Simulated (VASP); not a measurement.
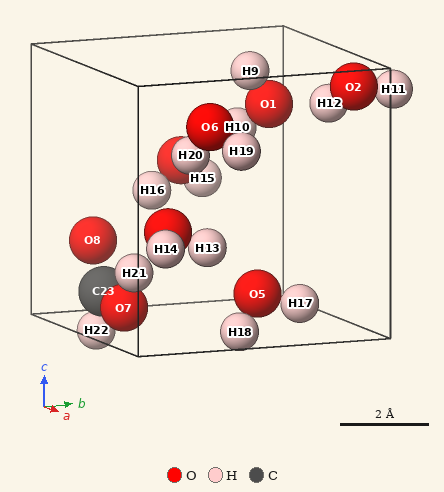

Figure 1. The structure as given in the input (spheres-only view of the cell of the calculation, seen slightly off an axis; atoms are numbered from 1 in the order of the input).

# Molecular dynamics of CH$_{14}$O$_{8}$ (part 1 of 5)

- system: CH$_{14}$O$_{8}$ (disordered cell, 23 atoms in the cell)
- method: Kohn-Sham DFT of a periodic cell, PBE with D3(BJ), VASP PAW PBE potentials, recommended, no spin polarisation (VASP 6.6.1)

It belongs to a series of runs on one base structure; here: dynamics from the start.

OSZICAR
```
N       E                     dE             d eps       ncg     rms          rms(c)
DAV:   1     0.581205103601E+03    0.58121E+03   -0.36954E+04    90   0.135E+03
DAV:   2    -0.709837030061E+02   -0.65219E+03   -0.62150E+03   119   0.328E+02
DAV:   3    -0.127670055683E+03   -0.56686E+02   -0.56422E+02   100   0.108E+02
DAV:   4    -0.128674426338E+03   -0.10044E+01   -0.10004E+01   116   0.158E+01
DAV:   5    -0.128693418468E+03   -0.18992E-01   -0.18982E-01   108   0.209E+00    0.205E+01
DAV:   6    -0.118469757088E+03    0.10224E+02   -0.36743E+01   108   0.285E+01    0.801E+00
DAV:   7    -0.118188899459E+03    0.28086E+00   -0.15147E+00   116   0.577E+00    0.488E+00
DAV:   8    -0.118043193600E+03    0.14571E+00   -0.42705E-01   116   0.379E+00    0.644E-01
DAV:   9    -0.118039026843E+03    0.41668E-02   -0.47749E-02   116   0.131E+00    0.341E-01
DAV:  10    -0.118041804369E+03   -0.27775E-02   -0.17799E-02   100   0.821E-01    0.172E-01
DAV:  11    -0.118041839294E+03   -0.34925E-04   -0.22935E-03   108   0.310E-01    0.104E-01
DAV:  12    -0.118041897584E+03   -0.58290E-04   -0.18616E-03   100   0.284E-01    0.507E-02
DAV:  13    -0.118041835950E+03    0.61634E-04   -0.29043E-04   132   0.126E-01    0.229E-02
DAV:  14    -0.118041825211E+03    0.10739E-04   -0.75934E-05   100   0.471E-02    0.895E-03
DAV:  15    -0.118041825226E+03   -0.14269E-07   -0.58155E-06    76   0.153E-02
      1 T=   294. E= -.11801222E+03 F= -.11888659E+03 E0= -.11888659E+03  EK= 0.87437E+00 SP= 0.00E+00 SK= 0.00E+00
       N       E                     dE             d eps       ncg     rms          rms(c)
DAV:   1    -0.118019138155E+03    0.22687E-01   -0.12948E+00   100   0.638E+00    0.351E-01
DAV:   2    -0.118021673511E+03   -0.25354E-02   -0.36942E-02   116   0.100E+00    0.239E-01
DAV:   3    -0.118021301652E+03    0.37186E-03   -0.21368E-03   116   0.313E-01    0.125E-01
DAV:   4    -0.118021311046E+03   -0.93941E-05   -0.42571E-04   100   0.118E-01    0.539E-02
DAV:   5    -0.118021325706E+03   -0.14659E-04   -0.86736E-05   116   0.642E-02    0.109E-02
DAV:   6    -0.118021326755E+03   -0.10495E-05   -0.16161E-05    68   0.228E-02
      2 T=   277. E= -.11804183E+03 F= -.11886623E+03 E0= -.11886623E+03  EK= 0.82440E+00 SP= 0.00E+00 SK= 0.00E+00
       N       E                     dE             d eps       ncg     rms          rms(c)
DAV:   1    -0.117966760648E+03    0.54565E-01   -0.28867E-02   100   0.178E+00    0.957E-02
DAV:   2    -0.117967695404E+03   -0.93476E-03   -0.10274E-02   108   0.571E-01    0.476E-02
DAV:   3    -0.117967691850E+03    0.35544E-05   -0.10991E-04   108   0.620E-02    0.317E-02
DAV:   4    -0.117967689496E+03    0.23539E-05   -0.30166E-05    92   0.359E-02
      3 T=   264. E= -.11802667E+03 F= -.11881278E+03 E0= -.11881278E+03  EK= 0.78612E+00 SP= 0.00E+00 SK= 0.00E+00
       N       E                     dE             d eps       ncg     rms          rms(c)
DAV:   1    -0.117895467059E+03    0.72225E-01   -0.30806E-02    95   0.172E+00    0.787E-02
DAV:   2    -0.117896374694E+03   -0.90764E-03   -0.96227E-03   108   0.526E-01    0.623E-02
DAV:   3    -0.117896347954E+03    0.26741E-04   -0.93557E-05   108   0.666E-02    0.446E-02
DAV:   4    -0.117896336739E+03    0.11215E-04   -0.10590E-04   116   0.688E-02    0.182E-02
DAV:   5    -0.117896337328E+03   -0.58904E-06   -0.13860E-05    68   0.223E-02
      4 T=   253. E= -.11798986E+03 F= -.11874165E+03 E0= -.11874165E+03  EK= 0.75179E+00 SP= 0.00E+00 SK= 0.00E+00
       N       E                     dE             d eps       ncg     rms          rms(c)
DAV:   1    -0.117826981806E+03    0.69355E-01   -0.40513E-02   100   0.172E+00    0.791E-02
DAV:   2    -0.117827701683E+03   -0.71988E-03   -0.77296E-03   108   0.476E-01    0.530E-02
DAV:   3    -0.117827677963E+03    0.23721E-04   -0.77043E-05   116   0.606E-02    0.361E-02
DAV:   4    -0.117827669462E+03    0.85010E-05   -0.73581E-05   108   0.544E-02
      5 T=   235. E= -.11797444E+03 F= -.11867320E+03 E0= -.11867320E+03  EK= 0.69876E+00 SP= 0.00E+00 SK= 0.00E+00
       N       E                     dE             d eps       ncg     rms          rms(c)
DAV:   1    -0.117770564775E+03    0.57113E-01   -0.37721E-02    90   0.160E+00    0.794E-02
DAV:   2    -0.117771176243E+03   -0.61147E-03   -0.68528E-03   116   0.443E-01    0.478E-02
DAV:   3    -0.117771164290E+03    0.11954E-04   -0.79952E-05   108   0.541E-02    0.326E-02
DAV:   4    -0.117771158218E+03    0.60715E-05   -0.49526E-05   100   0.459E-02
      6 T=   219. E= -.11796539E+03 F= -.11861686E+03 E0= -.11861686E+03  EK= 0.65146E+00 SP= 0.00E+00 SK= 0.00E+00
       N       E                     dE             d eps       ncg     rms          rms(c)
DAV:   1    -0.117731087039E+03    0.40077E-01   -0.43881E-02    95   0.162E+00    0.820E-02
DAV:   2    -0.117731714291E+03   -0.62725E-03   -0.67833E-03   108   0.442E-01    0.521E-02
DAV:   3    -0.117731697853E+03    0.16438E-04   -0.88398E-05   108   0.615E-02    0.344E-02
DAV:   4    -0.117731693200E+03    0.46529E-05   -0.52984E-05   116   0.457E-02
      7 T=   206. E= -.11796607E+03 F= -.11857749E+03 E0= -.11857749E+03  EK= 0.61143E+00 SP= 0.00E+00 SK= 0.00E+00
       N       E                     dE             d eps       ncg     rms          rms(c)
DAV:   1    -0.117713063367E+03    0.18634E-01   -0.40297E-02   100   0.160E+00    0.750E-02
DAV:   2    -0.117713678523E+03   -0.61516E-03   -0.67323E-03   108   0.435E-01    0.533E-02
DAV:   3    -0.117713661621E+03    0.16902E-04   -0.81568E-05   116   0.560E-02    0.367E-02
DAV:   4    -0.117713653261E+03    0.83597E-05   -0.53380E-05   108   0.455E-02
      8 T=   199. E= -.11796746E+03 F= -.11855950E+03 E0= -.11855950E+03  EK= 0.59204E+00 SP= 0.00E+00 SK= 0.00E+00
       N       E                     dE             d eps       ncg     rms          rms(c)
DAV:   1    -0.117711304773E+03    0.23568E-02   -0.41438E-02   108   0.164E+00    0.804E-02
DAV:   2    -0.117712028019E+03   -0.72325E-03   -0.78423E-03   108   0.465E-01    0.549E-02
DAV:   3    -0.117712009134E+03    0.18885E-04   -0.93573E-05   116   0.636E-02    0.381E-02
DAV:   4    -0.117712001633E+03    0.75007E-05   -0.58674E-05   108   0.491E-02
      9 T=   208. E= -.11793975E+03 F= -.11855784E+03 E0= -.11855784E+03  EK= 0.61808E+00 SP= 0.00E+00 SK= 0.00E+00
       N       E                     dE             d eps       ncg     rms          rms(c)
DAV:   1    -0.117721756970E+03   -0.97478E-02   -0.36960E-02   100   0.170E+00    0.835E-02
DAV:   2    -0.117722602197E+03   -0.84523E-03   -0.92096E-03   100   0.497E-01    0.636E-02
DAV:   3    -0.117722575291E+03    0.26906E-04   -0.11516E-04   116   0.659E-02    0.441E-02
DAV:   4    -0.117722561840E+03    0.13451E-04   -0.64577E-05   108   0.518E-02    0.187E-02
DAV:   5    -0.117722560268E+03    0.15719E-05   -0.98993E-06    68   0.225E-02
     10 T=   226. E= -.11789521E+03 F= -.11856830E+03 E0= -.11856830E+03  EK= 0.67310E+00 SP= 0.00E+00 SK= 0.00E+00
       N       E                     dE             d eps       ncg     rms          rms(c)
DAV:   1    -0.117733475772E+03   -0.10914E-01   -0.26207E-02   100   0.178E+00    0.745E-02
DAV:   2    -0.117734440624E+03   -0.96485E-03   -0.10040E-02   108   0.521E-01    0.637E-02
DAV:   3    -0.117734411997E+03    0.28627E-04   -0.11094E-04   108   0.671E-02    0.457E-02
DAV:   4    -0.117734396593E+03    0.15404E-04   -0.52983E-05   108   0.456E-02    0.206E-02
DAV:   5    -0.117734394570E+03    0.20238E-05   -0.10155E-05    68   0.230E-02
     11 T=   244. E= -.11785599E+03 F= -.11858003E+03 E0= -.11858003E+03  EK= 0.72404E+00 SP= 0.00E+00 SK= 0.00E+00
       N       E                     dE             d eps       ncg     rms          rms(c)
DAV:   1    -0.117738414957E+03   -0.40184E-02   -0.38407E-02   108   0.197E+00    0.854E-02
DAV:   2    -0.117739625381E+03   -0.12104E-02   -0.12749E-02   108   0.583E-01    0.692E-02
DAV:   3    -0.117739597393E+03    0.27988E-04   -0.13920E-04   108   0.727E-02    0.499E-02
DAV:   4    -0.117739581923E+03    0.15469E-04   -0.95062E-05   108   0.599E-02    0.211E-02
DAV:   5    -0.117739580919E+03    0.10046E-05   -0.98523E-06    68   0.217E-02
     12 T=   258. E= -.11781728E+03 F= -.11858513E+03 E0= -.11858513E+03  EK= 0.76785E+00 SP= 0.00E+00 SK= 0.00E+00
       N       E                     dE             d eps       ncg     rms          rms(c)
DAV:   1    -0.117728135952E+03    0.11446E-01   -0.33666E-02   116   0.202E+00    0.787E-02
DAV:   2    -0.117729148635E+03   -0.10127E-02   -0.10767E-02   100   0.547E-01    0.589E-02
DAV:   3    -0.117729125766E+03    0.22869E-04   -0.14112E-04   116   0.719E-02    0.405E-02
DAV:   4    -0.117729113949E+03    0.11817E-04   -0.40646E-05   108   0.426E-02    0.207E-02
DAV:   5    -0.117729111259E+03    0.26893E-05   -0.10103E-05    60   0.233E-02
     13 T=   256. E= -.11781280E+03 F= -.11857463E+03 E0= -.11857463E+03  EK= 0.76184E+00 SP= 0.00E+00 SK= 0.00E+00
       N       E                     dE             d eps       ncg     rms          rms(c)
DAV:   1    -0.117707463782E+03    0.21650E-01   -0.28995E-02   111   0.195E+00    0.799E-02
DAV:   2    -0.117708639900E+03   -0.11761E-02   -0.12192E-02   108   0.570E-01    0.652E-02
DAV:   3    -0.117708615323E+03    0.24576E-04   -0.12342E-04   116   0.670E-02    0.466E-02
DAV:   4    -0.117708600764E+03    0.14559E-04   -0.58915E-05   116   0.511E-02    0.203E-02
DAV:   5    -0.117708599981E+03    0.78324E-06   -0.11010E-05    68   0.218E-02
     14 T=   242. E= -.11783532E+03 F= -.11855412E+03 E0= -.11855412E+03  EK= 0.71880E+00 SP= 0.00E+00 SK= 0.00E+00
       N       E                     dE             d eps       ncg     rms          rms(c)
DAV:   1    -0.117674370501E+03    0.34230E-01   -0.27656E-02   116   0.191E+00    0.729E-02
DAV:   2    -0.117675308436E+03   -0.93793E-03   -0.98849E-03   100   0.533E-01    0.638E-02
DAV:   3    -0.117675283782E+03    0.24654E-04   -0.10139E-04   116   0.639E-02    0.464E-02
DAV:   4    -0.117675270799E+03    0.12983E-04   -0.64435E-05   108   0.493E-02    0.201E-02
DAV:   5    -0.117675269931E+03    0.86864E-06   -0.67916E-06    60   0.180E-02
     15 T=   226. E= -.11784977E+03 F= -.11852084E+03 E0= -.11852084E+03  EK= 0.67108E+00 SP= 0.00E+00 SK= 0.00E+00
       N       E                     dE             d eps       ncg     rms          rms(c)
DAV:   1    -0.117639245151E+03    0.36026E-01   -0.46677E-02   100   0.207E+00    0.918E-02
DAV:   2    -0.117640367352E+03   -0.11222E-02   -0.12069E-02   116   0.573E-01    0.788E-02
DAV:   3    -0.117640314878E+03    0.52473E-04   -0.15220E-04   116   0.802E-02    0.568E-02
DAV:   4    -0.117640286148E+03    0.28730E-04   -0.18348E-04   108   0.857E-02    0.225E-02
DAV:   5    -0.117640284977E+03    0.11712E-05   -0.21414E-05    68   0.295E-02
     16 T=   214. E= -.11784937E+03 F= -.11848592E+03 E0= -.11848592E+03  EK= 0.63655E+00 SP= 0.00E+00 SK= 0.00E+00
       N       E                     dE             d eps       ncg     rms          rms(c)
DAV:   1    -0.117612962016E+03    0.27324E-01   -0.48843E-02   103   0.203E+00    0.915E-02
DAV:   2    -0.117614119180E+03   -0.11572E-02   -0.12247E-02   100   0.579E-01    0.846E-02
DAV:   3    -0.117614061495E+03    0.57684E-04   -0.16934E-04   116   0.863E-02    0.597E-02
DAV:   4    -0.117614029648E+03    0.31847E-04   -0.12671E-04   108   0.766E-02    0.265E-02
DAV:   5    -0.117614026912E+03    0.27363E-05   -0.28901E-05    92   0.362E-02
     17 T=   209. E= -.11783858E+03 F= -.11845976E+03 E0= -.11845976E+03  EK= 0.62118E+00 SP= 0.00E+00 SK= 0.00E+00
       N       E                     dE             d eps       ncg     rms          rms(c)
DAV:   1    -0.117595135151E+03    0.18894E-01   -0.38175E-02   100   0.181E+00    0.908E-02
DAV:   2    -0.117596003972E+03   -0.86882E-03   -0.96650E-03   100   0.524E-01    0.690E-02
DAV:   3    -0.117595959713E+03    0.44260E-04   -0.13343E-04   116   0.746E-02    0.459E-02
DAV:   4    -0.117595943884E+03    0.15829E-04   -0.12296E-04   108   0.670E-02    0.179E-02
DAV:   5    -0.117595943205E+03    0.67881E-06   -0.11028E-05    68   0.238E-02
     18 T=   201. E= -.11784539E+03 F= -.11844177E+03 E0= -.11844177E+03  EK= 0.59639E+00 SP= 0.00E+00 SK= 0.00E+00
       N       E                     dE             d eps       ncg     rms          rms(c)
DAV:   1    -0.117603648453E+03   -0.77046E-02   -0.51794E-02   100   0.189E+00    0.102E-01
DAV:   2    -0.117604589388E+03   -0.94093E-03   -0.10695E-02   100   0.550E-01    0.792E-02
DAV:   3    -0.117604537327E+03    0.52061E-04   -0.16313E-04   116   0.862E-02    0.534E-02
DAV:   4    -0.117604520371E+03    0.16956E-04   -0.14823E-04   108   0.742E-02    0.216E-02
DAV:   5    -0.117604519542E+03    0.82893E-06   -0.15011E-05    68   0.262E-02
     19 T=   197. E= -.11786481E+03 F= -.11845047E+03 E0= -.11845047E+03  EK= 0.58566E+00 SP= 0.00E+00 SK= 0.00E+00
       N       E                     dE             d eps       ncg     rms          rms(c)
DAV:   1    -0.117617996349E+03   -0.13476E-01   -0.20091E-02    95   0.153E+00    0.798E-02
DAV:   2    -0.117618651335E+03   -0.65499E-03   -0.73899E-03   100   0.473E-01    0.522E-02
DAV:   3    -0.117618633804E+03    0.17530E-04   -0.78734E-05   116   0.596E-02    0.365E-02
DAV:   4    -0.117618628890E+03    0.49144E-05   -0.11404E-04   108   0.688E-02    0.152E-02
DAV:   5    -0.117618627730E+03    0.11601E-05   -0.11600E-05    68   0.221E-02
     20 T=   202. E= -.11786340E+03 F= -.11846472E+03 E0= -.11846472E+03  EK= 0.60132E+00 SP= 0.00E+00 SK= 0.00E+00
       N       E                     dE             d eps       ncg     rms          rms(c)
DAV:   1    -0.117646879170E+03   -0.28250E-01   -0.47330E-02    95   0.179E+00    0.896E-02
DAV:   2    -0.117647772821E+03   -0.89365E-03   -0.98737E-03   108   0.516E-01    0.769E-02
DAV:   3    -0.117647721950E+03    0.50872E-04   -0.14737E-04   116   0.815E-02    0.526E-02
DAV:   4    -0.117647701908E+03    0.20042E-04   -0.13422E-04   108   0.740E-02    0.222E-02
DAV:   5    -0.117647701149E+03    0.75834E-06   -0.15850E-05    76   0.274E-02
     21 T=   220. E= -.11784038E+03 F= -.11849396E+03 E0= -.11849396E+03  EK= 0.65358E+00 SP= 0.00E+00 SK= 0.00E+00
       N       E                     dE             d eps       ncg     rms          rms(c)
DAV:   1    -0.117681481635E+03   -0.33780E-01   -0.47497E-02   100   0.180E+00    0.102E-01
DAV:   2    -0.117682437756E+03   -0.95612E-03   -0.10940E-02   100   0.544E-01    0.714E-02
DAV:   3    -0.117682400117E+03    0.37639E-04   -0.13022E-04   116   0.785E-02    0.485E-02
DAV:   4    -0.117682387369E+03    0.12748E-04   -0.13286E-04   108   0.755E-02    0.187E-02
DAV:   5    -0.117682386094E+03    0.12752E-05   -0.14787E-05    68   0.260E-02
     22 T=   244. E= -.11780470E+03 F= -.11852887E+03 E0= -.11852887E+03  EK= 0.72418E+00 SP= 0.00E+00 SK= 0.00E+00
       N       E                     dE             d eps       ncg     rms          rms(c)
DAV:   1    -0.117694872104E+03   -0.12485E-01   -0.34436E-02    95   0.177E+00    0.840E-02
DAV:   2    -0.117695744367E+03   -0.87226E-03   -0.93076E-03   100   0.525E-01    0.566E-02
DAV:   3    -0.117695722642E+03    0.21725E-04   -0.96141E-05   116   0.628E-02    0.382E-02
DAV:   4    -0.117695713837E+03    0.88052E-05   -0.75671E-05   108   0.542E-02
     23 T=   254. E= -.11778680E+03 F= -.11854246E+03 E0= -.11854246E+03  EK= 0.75567E+00 SP= 0.00E+00 SK= 0.00E+00
       N       E                     dE             d eps       ncg     rms          rms(c)
DAV:   1    -0.117677458785E+03    0.18264E-01   -0.27897E-02    95   0.171E+00    0.793E-02
DAV:   2    -0.117678343358E+03   -0.88457E-03   -0.94536E-03   100   0.530E-01    0.551E-02
DAV:   3    -0.117678328644E+03    0.14714E-04   -0.79299E-05   116   0.566E-02    0.388E-02
DAV:   4    -0.117678327327E+03    0.13175E-05   -0.10838E-04   108   0.619E-02    0.151E-02
DAV:   5    -0.117678326553E+03    0.77359E-06   -0.88902E-06    68   0.194E-02
     24 T=   245. E= -.11779705E+03 F= -.11852535E+03 E0= -.11852535E+03  EK= 0.72830E+00 SP= 0.00E+00 SK= 0.00E+00
       N       E                     dE             d eps       ncg     rms          rms(c)
DAV:   1    -0.117643375002E+03    0.34952E-01   -0.33326E-02    90   0.176E+00    0.785E-02
DAV:   2    -0.117644383184E+03   -0.10082E-02   -0.10537E-02   100   0.534E-01    0.667E-02
DAV:   3    -0.117644341047E+03    0.42137E-04   -0.99959E-05   116   0.690E-02    0.476E-02
DAV:   4    -0.117644320174E+03    0.20874E-04   -0.21448E-04   108   0.907E-02    0.167E-02
DAV:   5    -0.117644319596E+03    0.57731E-06   -0.25118E-05    76   0.304E-02
     25 T=   238. E= -.11778312E+03 F= -.11849158E+03 E0= -.11849158E+03  EK= 0.70846E+00 SP= 0.00E+00 SK= 0.00E+00
       N       E                     dE             d eps       ncg     rms          rms(c)
DAV:   1    -0.117605540357E+03    0.38780E-01   -0.33151E-02    95   0.174E+00    0.707E-02
DAV:   2    -0.117606403960E+03   -0.86360E-03   -0.90876E-03   108   0.510E-01    0.636E-02
DAV:   3    -0.117606370679E+03    0.33281E-04   -0.84009E-05   116   0.616E-02    0.455E-02
DAV:   4    -0.117606351848E+03    0.18832E-04   -0.13225E-04   108   0.744E-02    0.159E-02
DAV:   5    -0.117606351720E+03    0.12737E-06   -0.16291E-05    68   0.254E-02
     26 T=   231. E= -.11776838E+03 F= -.11845383E+03 E0= -.11845383E+03  EK= 0.68545E+00 SP= 0.00E+00 SK= 0.00E+00
       N       E                     dE             d eps       ncg     rms          rms(c)
DAV:   1    -0.117574621534E+03    0.31730E-01   -0.24636E-02    90   0.159E+00    0.794E-02
DAV:   2    -0.117575385552E+03   -0.76402E-03   -0.84387E-03   108   0.493E-01    0.597E-02
DAV:   3    -0.117575354883E+03    0.30669E-04   -0.99358E-05   108   0.691E-02    0.410E-02
DAV:   4    -0.117575344948E+03    0.99347E-05   -0.13391E-04   108   0.724E-02    0.168E-02
DAV:   5    -0.117575344708E+03    0.23981E-06   -0.11180E-05    76   0.215E-02
     27 T=   224. E= -.11775622E+03 F= -.11842298E+03 E0= -.11842298E+03  EK= 0.66676E+00 SP= 0.00E+00 SK= 0.00E+00
       N       E                     dE             d eps       ncg     rms          rms(c)
DAV:   1    -0.117550874502E+03    0.24470E-01   -0.36616E-02   100   0.171E+00    0.842E-02
DAV:   2    -0.117551634842E+03   -0.76034E-03   -0.84480E-03   108   0.498E-01    0.603E-02
DAV:   3    -0.117551606540E+03    0.28302E-04   -0.11129E-04   108   0.702E-02    0.417E-02
DAV:   4    -0.117551597042E+03    0.94985E-05   -0.11861E-04   108   0.651E-02    0.171E-02
DAV:   5    -0.117551596519E+03    0.52293E-06   -0.94917E-06    60   0.223E-02
     28 T=   220. E= -.11774385E+03 F= -.11839932E+03 E0= -.11839932E+03  EK= 0.65547E+00 SP= 0.00E+00 SK= 0.00E+00
       N       E                     dE             d eps       ncg     rms          rms(c)
DAV:   1    -0.117538784848E+03    0.12812E-01   -0.24045E-02   100   0.160E+00    0.701E-02
DAV:   2    -0.117539550860E+03   -0.76601E-03   -0.82980E-03   100   0.479E-01    0.628E-02
DAV:   3    -0.117539513428E+03    0.37432E-04   -0.98821E-05   116   0.683E-02    0.440E-02
DAV:   4    -0.117539495340E+03    0.18089E-04   -0.12945E-04   108   0.745E-02    0.172E-02
DAV:   5    -0.117539494913E+03    0.42684E-06   -0.14433E-05    68   0.255E-02
     29 T=   227. E= -.11771208E+03 F= -.11838728E+03 E0= -.11838728E+03  EK= 0.67520E+00 SP= 0.00E+00 SK= 0.00E+00
```
